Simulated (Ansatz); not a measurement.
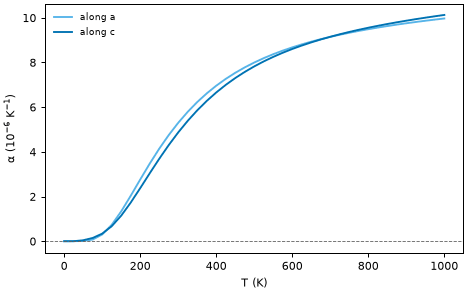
Linear thermal expansion of Be (hcp (Mg type), P6_3/mmc) from quasi-harmonic lattice dynamics, DFT at the PBEsol level (Ansatz, an electronic-structure program)

The pressure is 30 GPa. The structure is held there; whether it is the stable one at that pressure was not tested.

Q: Read off α in the basal plane at 900 K, and say whether it is negative anywhere.

A: About 9.8 × 10⁻⁶ K⁻¹. It is not negative in the range shown.

The PAW data sets were generated under PBE and serve the other functionals too.
